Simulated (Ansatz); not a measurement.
# BaLiCl3 (built on the sites of a database entry of BaLiF3): the cell at rest

Wanted: the relaxed cell of BaLiCl3 (built on the sites of a database entry of BaLiF3).

Method: DFT PBEsol, scalar-relativistic, plane waves, PAW, in Ansatz 0.2.0.

The structure was built from a prototype and need not be the compound's stable phase.

### Step 1. Set-up

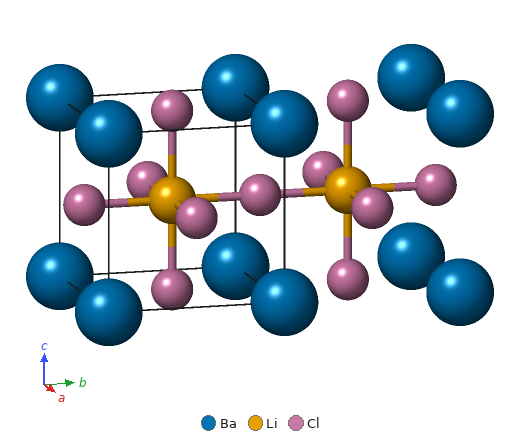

Start, viewed slightly off an axis; barium blue, lithium orange, chlorine pink. 1×2×1 cells are drawn. Some periodic images of atoms are drawn too.

### Step 2. Probe on a coarse mesh

A quick single point on a coarse mesh tells whether the cell has a gap and how far it is from rest, which sets the k mesh and smearing that follow.

input.yaml

```yaml
crystal:
  lattice:
    - [4.19539, 0.0, 0.0]
    - [0.0, 4.19539, 0.0]
    - [0.0, 0.0, 4.19539]
  atoms:
    - { symbol: Ba, position: [0.0, 0.0, 0.0] }
    - { symbol: Li, position: [0.5, 0.5, 0.5] }
    - { symbol: Cl, position: [0.0, 0.5, 0.5] }
    - { symbol: Cl, position: [0.5, 0.5, 0.0] }
    - { symbol: Cl, position: [0.5, 0.0, 0.5] }
kpoints:
  mp_grid: { grid: [4, 4, 4] }
hamiltonian:
  xc: pbesol
scf:
  occupations: { method: gaussian, width: 0.1 }
output:
  forces: true
  stress: true
  eigenvalues: true
```

Launch:

```sh
ansatz run input.yaml --threads 4 --pin off --max-ram 7168MiB --backend cpu --events-out ev --progress --plain --runs-dir out
```

Numbers of over 12 decimals in the logs are rounded to 6 here.

The program printed:

```text
Engine: ansatz 0.2.0, aarch64-unknown-linux-gnu
Pseudopotentials: kind: paw
Pseudopotential: Ba, paw, valence charge 10, recommended cutoff 420 eV (normal), Ba.paw.azcp
Pseudopotential: Li, paw, valence charge 3, recommended cutoff 420 eV (normal), Li.paw.azcp
Pseudopotential: Cl, paw, valence charge 7, recommended cutoff 420 eV (normal), Cl.paw.azcp
Functional definition: PBEsol
  exchange = pbesol_x
[...]
--- Band table (eV; the first three rows and the last of 10) ---
  k-point 0: bands = [... 13 lower, 8.2340, 10.2731, 10.2731, 10.2731, 13.5800, 13.5800, 14.9387, 14.9387]
  k-point 1: bands = [... 13 lower, 7.9557, 9.3242, 9.7531, 9.7531, 14.6200, 15.1619, 15.3046, 16.6675]
  k-point 2: bands = [... 13 lower, 8.0385, 8.0385, 9.1120, 9.1120, 15.9132, 16.5125, 17.1246, 17.6682]
  k-point 9: bands = [... 13 lower, 9.9639, 10.0932, 10.0932, 10.0932, 16.4041, 16.4041, 16.4041, 17.5515]
[key lines of the parts left out:]
SCF converged after 6 iterations
Free energy (F): -9256.172703 eV
Fermi energy:    11.927151 eV
P = ⅓ Tr σ = 38.4964 GPa (384.964 kbar)
```

Wall time 0.49 s (4 threads of Arm Neoverse V2, shared host); peak memory 0.34 GiB.

A gap read on the k-mesh alone can miss the band edges.

Numbers from this step:

| Item | Value |
| --- | --- |
| pressure | 38.50 GPa |
| gap on the k-mesh | 3.307 eV |
| volume per atom | 14.77 Å³ |
| direct gap on mesh | 3.307 eV |

The coarse mesh shows a gap of 3.31 eV and a pressure of 38.5 GPa.

### Step 3. Rough relaxation

A rough relaxation comes first, because large forces or stress need no tight tolerances yet.

Changes to input.yaml since step 2:

```diff
@@ -12,3 +12,3 @@
 kpoints:
-  mp_grid: { grid: [4, 4, 4] }
+  mp_grid: { grid: [6, 6, 6] }
 hamiltonian:
@@ -21 +21,6 @@
   eigenvalues: true
+relax:
+  adjacent_minimum: "off"
+  f_tol: 0.05
+  max_steps: 80
+  cell: { stress_tol: 0.5 }
```

The program printed:

```text
[...]
Crystal: 5 atoms, lattice volume = 73.844 Å³
Basis set: ecut = 420 eV, 1419 PW (Γ), exchange–correlation on 60×60×60 points (8 copies of the dense FFT grid, shifted against one another)
Bands: 22, of which v1, the nominal top of the filled ones, is band 17 counted from 1 (16 counted from 0)
Symmetry: 48 space group operations
[...]
k-points: 20 of 216
[...]
F+E_penalty+E_count = -9259.18351994 eV   max|allowed force component| = 1.735e-30 eV/Å   (the final SCF, on the basis selected at the relaxed cell)
  cell:  # Å, volume = 109.4989 Å³
    - [4.784134, 0, 0]
    - [0, 4.784134, 0.0]
    - [0, 0.0, 4.784134]
  atoms:
    - { symbol: Ba, position: [0, 0, 0] }
    - { symbol: Li, position: [0.5, 0.5, 0.5] }
    - { symbol: Cl, position: [0, 0.5, 0.5] }
    - { symbol: Cl, position: [0.5, 0.5, 0] }
    - { symbol: Cl, position: [0.5, 0, 0.5] }
[key lines of the parts left out:]
SCF converged after 5 iterations
Free energy (F): -9259.183520 eV
Fermi energy:    6.797067 eV
P = ⅓ Tr σ = 0.1955 GPa (1.955 kbar)
```

The job ended after 4.3 s (4 threads; peak memory 0.42 GiB; 15 s of CPU time).

Relaxation path:

```csv
step,energy less that of the first step (eV),largest force component (eV/Å),pressure (GPa),volume (Å³)
1,0.0000,0.0000,38.47,73.84
2,-1.9145,0.0000,17.86,85.18
3,-2.7894,0.0000,6.08,97.55
4,-2.9726,0.0000,1.66,105.43
5,-2.9923,0.0000,-0.04,109.50
6*,-3.0088,0.0000,0.20,109.50
```

Relaxation steps marked * repeat the geometry before them on a plane-wave basis chosen anew for their cell, so energy and pressure can jump there.

Forces are held to the 48 operations that the run works with; a distortion that breaks them can't arise in this run.

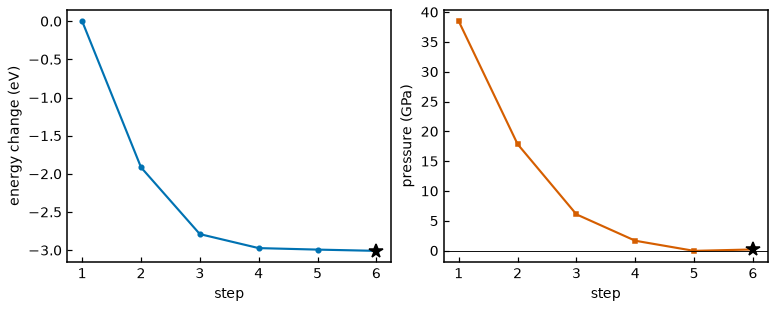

Energy and pressure along the relaxation. Stars mark steps on a basis chosen anew.

```csv
cell as run,before,after,change
a (Å),4.195,4.784,+14.0 %
b (Å),4.195,4.784,+14.0 %
c (Å),4.195,4.784,+14.0 %
volume (Å³/atom),14.77,21.90,+48.3 %
```

Numbers from this step:

```yaml
pressure: 0.1955 GPa
gap_on_the_k_mesh: 4.146 eV
volume_per_atom: 21.90 Å³
direct_gap_on_mesh: 4.199 eV
```

In this step the volume went from 14.77 to 21.90 Å³/atom.

### Step 4. Relaxation

Harmonic phonons are second derivatives at a point where the forces vanish, and they are wanted at zero stress, so atoms and cell are relaxed first.

input.yaml

```yaml
crystal:
  lattice:
    - [4.7841336954, 0.0, 0.0]
    - [0.0, 4.7841336954, 0.0]
    - [0.0, 0.0, 4.7841336954]
  atoms:
    - { symbol: Ba, position: [0.0, 0.0, 0.0] }
    - { symbol: Li, position: [0.5, 0.5, 0.5] }
    - { symbol: Cl, position: [0.0, 0.5, 0.5] }
    - { symbol: Cl, position: [0.5, 0.5, 0.0] }
    - { symbol: Cl, position: [0.5, 0.0, 0.5] }
kpoints:
  mp_grid: { grid: [4, 4, 4] }
hamiltonian:
  xc: pbesol
scf:
  occupations: { method: gaussian, width: 0.02 }
output:
  forces: true
  stress: true
  eigenvalues: true
relax:
  adjacent_minimum: "off"
  f_tol: 0.005
  max_steps: 80
  cell: { stress_tol: 0.05 }
```

The program printed:

```text
[...]
Crystal: 5 atoms, lattice volume = 109.499 Å³
Basis set: ecut = 420 eV, 2103 PW (Γ), exchange–correlation on 64×64×64 points (8 copies of the dense FFT grid, shifted against one another)
Bands: 22, of which v1, the nominal top of the filled ones, is band 17 counted from 1 (16 counted from 0)
[... 1 set-up line as in the run before ...]
[...]
k-points: 10 of 64
[...]
SCF iter   1: F=—  HF=-9259.192444 eV  |F-HF|=—  |Δ(HF+E_count)|=         —  Δρ=3.94e-3  dr2=2.34e-2  ethr=1.77e-3  ⟨swp⟩=11.4  Hψ=1436  notcnv=0
[...]
SCF iter   7: F=-9259.183341 eV  HF=-9259.183341 eV  |F-HF|=4.54e-8  |Δ(HF+E_count)|=   1.62e-7  Δρ=4.73e-6  dr2=5.85e-8  ethr=2.94e-10  ⟨swp⟩=8.3  Hψ=1170  notcnv=0
SCF 1 converged in 7 iterations: F = -9259.183341 eV  dr2 = 5.85e-8
[...]
relax step   1: F+E_penalty+E_count = -9259.18334076 eV  Δ(F+E_penalty+E_count) = +0.000e0 eV  max|allowed force component| = 2.935e-29 eV/Å  Δτ_max = 0.0000 Å  P = +0.197 GPa  Ω = 109.499 Å³  (7 SCF iters, dr2 threshold 1.00e-7 eV, accepted)
Crystal: 5 atoms, lattice volume = 109.984 Å³
Basis set: ecut = 420 eV, 2109 PW (Γ), exchange–correlation on 64×64×64 points (8 copies of the dense FFT grid, shifted against one another)
[...]
SCF iter   4: F=-9259.183667 eV  HF=-9259.183667 eV  |F-HF|=7.23e-9  |Δ(HF+E_count)|=   2.88e-8  Δρ=3.52e-6  dr2=1.10e-8  ethr=2.85e-10  ⟨swp⟩=6.7  Hψ=1066  notcnv=0
SCF 2 converged in 4 iterations: F = -9259.183667 eV  dr2 = 1.10e-8
relax step   2: F+E_penalty+E_count = -9259.18366656 eV  Δ(F+E_penalty+E_count) = -3.258e-4 eV  max|allowed force component| = 5.548e-30 eV/Å  Δτ_max = 0.0000 Å  P = +0.023 GPa  Ω = 109.984 Å³  energy of the carried Pulay correction = -6.536e-6 eV  (4 SCF iters, dr2 threshold 9.70e-8 eV, accepted)
Basis set: ecut = 420 eV, 2109 PW (Γ), exchange–correlation on 72×72×72 points (8 copies of the dense FFT grid, shifted against one another)
[...]
SCF iter   1: F=—  HF=-9259.183682 eV  |F-HF|=—  |Δ(HF+E_count)|=         —  Δρ=7.55e-6  dr2=1.81e-8  ethr=2.75e-6  ⟨swp⟩=2.7  Hψ=1924  notcnv=0
eigensolver tolerance schedule: the retry pair's looser diagonalisation over-reported the residual by 51774.41 of it (diagonalisation noise at an unbounded share of the residual, at the tolerance the schedule requests for it); recorded, not acted on — ethr = c·dr2/N_el stays at c = 1.0e-1
[...]
SCF iter   2: F=—  HF=-9259.183671 eV  |F-HF|=—  |Δ(HF+E_count)|=   1.09e-5  Δρ=4.66e-6  dr2=1.64e-8  ethr=5.32e-11  ⟨swp⟩=3.7  Hψ=551  notcnv=0
[...]
SCF iter   6: F=-9259.183671 eV  HF=-9259.183671 eV  |F-HF|=3.64e-12  |Δ(HF+E_count)|=  3.64e-11  Δρ=9.26e-8  dr2=8.85e-12  ethr=1.00e-12  ⟨swp⟩=4.0  Hψ=752  notcnv=0
SCF 3 converged in 6 iterations: F = -9259.183671 eV  dr2 = 8.85e-12
relax step   3: F+E_penalty+E_count = -9259.18367133 eV  Δ(F+E_penalty+E_count) = -4.770e-6 eV  max|allowed force component| = 1.499e-30 eV/Å  Δτ_max = 0.0000 Å  P = +0.023 GPa  Ω = 109.984 Å³  stress off target by 2.35e-2 GPa  SCF on the basis re-selected at this cell (its energy is not comparable with the rows above)  (6 SCF iters)
[...]
SCF converged after 6 iterations
Free energy (F): -9259.183671 eV
[...]
Internal energy: -9259.183671 eV  (E = F + TS)
E sigma→0 (E₀):  -9259.183671 eV
Fermi energy:    6.750324 eV
[...]
--- Stress (GPa, compression-positive) ---
        0.023464       0.000000      -0.000000
        0.000000       0.023464      -0.000000
       -0.000000      -0.000000       0.023464
  P = ⅓ Tr σ = 0.0235 GPa (0.235 kbar)
--- Band table (eV; the first three rows and the last of 10) ---
  k-point 0: bands = [... 13 lower, 3.7002, 4.6220, 4.6220, 4.6220, 8.8247, 8.8247, 9.8261, 10.0878, ... 1 higher]
  k-point 1: bands = [... 13 lower, 3.5221, 4.0189, 4.4062, 4.4062, 9.4857, 9.6645, 10.2728, 10.8361, ... 1 higher]
  k-point 2: bands = [... 13 lower, 3.4018, 3.4018, 4.1710, 4.1710, 10.5085, 10.5113, 10.6531, 11.9900, ... 1 higher]
  k-point 9: bands = [... 13 lower, 4.5627, 4.6759, 4.6759, 4.6759, 10.1588, 10.1588, 10.1588, 11.1579, ... 1 higher]
--- Relaxed structure (2 steps of the walk, 2 accepted, 1 SCFs on fresh bases) ---
[...]
cell:  # Å, volume = 109.9837 Å³
    - [4.791183, 0, 0]
    - [0, 4.791183, 0]
    - [0, 0, 4.791183]
  atoms:
    - { symbol: Ba, position: [0, 0, 0] }
    - { symbol: Li, position: [0.5, 0.5, 0.5] }
    - { symbol: Cl, position: [0, 0.5, 0.5] }
    - { symbol: Cl, position: [0.5, 0.5, 0] }
    - { symbol: Cl, position: [0.5, 0, 0.5] }
```

Wall time 1.7 s (4 threads); peak memory 0.4 GiB.

The steps of the relaxation:

```csv
step,energy less that of the first step (eV),largest force component (eV/Å),pressure (GPa),volume (Å³)
1,0.0000,0.0000,0.20,109.50
2,-0.0003,0.0000,0.02,109.98
3*,-0.0003,0.0000,0.02,109.98
```

Relaxation steps marked * repeat the geometry before them on a plane-wave basis chosen anew for their cell, so energy and pressure can jump there.

Forces are held to the 48 operations that the run works with; a distortion that breaks them can't arise in this run.

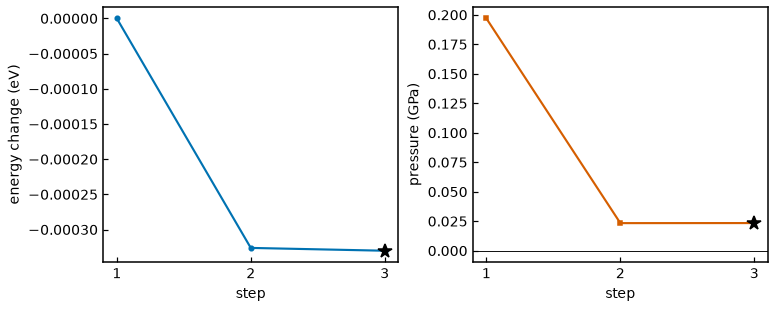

Energy and pressure along the relaxation. Stars mark steps on a basis chosen anew.

```csv
"conventional cell, symmetrised",before,after,change
a (Å),4.784,4.791,+0.1 %
b (Å),4.784,4.791,+0.1 %
c (Å),4.784,4.791,+0.1 %
volume (Å³/atom),21.90,22.00,+0.4 %
```

The relaxed structure:

```cif
data_structure
_symmetry_space_group_name_H-M 'P 1'
_symmetry_Int_Tables_number 1
_cell_length_a 4.7912
_cell_length_b 4.7912
_cell_length_c 4.7912
_cell_angle_alpha 90.000
_cell_angle_beta 90.000
_cell_angle_gamma 90.000
_cell_volume 109.98
loop_
_atom_site_label
_atom_site_type_symbol
_atom_site_fract_x
_atom_site_fract_y
_atom_site_fract_z
_atom_site_occupancy
Ba1 Ba 0.00000 0.00000 0.00000 1
Li2 Li 0.50000 0.50000 0.50000 1
Cl3 Cl 0.00000 0.50000 0.50000 1
Cl4 Cl 0.50000 0.50000 0.00000 1
Cl5 Cl 0.50000 0.00000 0.50000 1
```

This step gave:

```yaml
pressure: 0.02346 GPa
gap_on_the_k_mesh: 4.149 eV
volume_per_atom: 22.00 Å³
direct_gap_on_mesh: 4.203 eV
```

In this step the volume went from 21.90 to 22.00 Å³/atom.

### Step 5. Tight relaxation

Phonons need a cell at rest on their own settings, so the relaxation is repeated with tight tolerances on forces and stress, using the mesh and the filling of the phonon run that follows.

input.yaml

```yaml
crystal:
  lattice:
    - [4.7911825675, 0.0, 0.0]
    - [0.0, 4.7911825675, 0.0]
    - [0.0, 0.0, 4.7911825675]
  atoms:
    - { symbol: Ba, position: [0.0, 0.0, 0.0] }
    - { symbol: Li, position: [0.5, 0.5, 0.5] }
    - { symbol: Cl, position: [0.0, 0.5, 0.5] }
    - { symbol: Cl, position: [0.5, 0.5, 0.0] }
    - { symbol: Cl, position: [0.5, 0.0, 0.5] }
kpoints:
  mp_grid: { grid: [4, 4, 4] }
hamiltonian:
  xc: pbesol
scf:
  occupations: { method: fixed }
output:
  forces: true
  stress: true
  eigenvalues: true
relax:
  adjacent_minimum: "off"
  f_tol: 0.001
  max_steps: 60
  cell: { stress_tol: 0.01 }
```

The program printed:

```text
[...]
Crystal: 5 atoms, lattice volume = 109.984 Å³
Basis set: ecut = 420 eV, 2109 PW (Γ), exchange–correlation on 72×72×72 points (8 copies of the dense FFT grid, shifted against one another)
Bands: 22, of which v1, the nominal top of the filled ones, is band 17 counted from 1 (16 counted from 0)
[... 1 set-up line as in the run before ...]
[...]
k-points: 10 of 64
[...]
--- Relaxed structure (2 steps of the walk, 2 accepted, 1 SCFs on fresh bases) ---
[...]
cell:  # Å, volume = 110.0421 Å³
    - [4.792032, 0, 0]
    - [0, 4.792032, 0.0]
    - [0, 0.0, 4.792032]
  atoms:
    - { symbol: Ba, position: [0, 0, 0] }
    - { symbol: Li, position: [0.500000, 0.500000, 0.500000] }
    - { symbol: Cl, position: [0, 0.500000, 0.500000] }
    - { symbol: Cl, position: [0.500000, 0.500000, 0] }
    - { symbol: Cl, position: [0.500000, 0, 0.500000] }
[key lines of the parts left out:]
SCF converged after 8 iterations
Free energy (F): -9259.183675 eV
Fermi energy:    4.670161 eV
P = ⅓ Tr σ = 0.0028 GPa (0.028 kbar)
```

Wall time 1.9 s (4 threads); peak memory 0.4 GiB.

Little changed from the start: no atom moved by 0.005 Å and no cell edge by 0.1 %.

This step gave:

```yaml
pressure: 0.002833 GPa
volume_per_atom: 22.01 Å³
```

The forces vanish by symmetry and the pressure is 0.003 GPa, within the tolerances set. The cell now holds 22.01 Å³/atom.

### Step 6. Results

```json
{
 "space group after relaxation (within 0.01 Å)": "Pm-3m",
 "lattice constant a": "4.792 Å",
 "lattice constant b": "4.792 Å",
 "lattice constant c": "4.792 Å",
 "volume per atom": "22.0 Å³",
 "gap on the k-mesh": "4.15 eV"
}
```

**Reading.** The forces vanish by symmetry and the pressure is 0.003 GPa, within the tolerances set. The cell now holds 22.01 Å³/atom. The relaxation keeps the symmetry of its start, so it says nothing on stability against lower symmetry. Spin-orbit coupling is left out, which can matter for the heavy elements here. The starting cell was built on a prototype and not taken from a measurement, so the phase need not exist.

[Logs are printed without paths, hosts, clocks, repeated set-up lines and the standing remarks that a program may print on its own settings, such as how far it seeks lower states.]

[Hosts, paths, dates, database ids (printed as entryN), source tags and the programs' standing remarks are cut or masked in the printed files.]
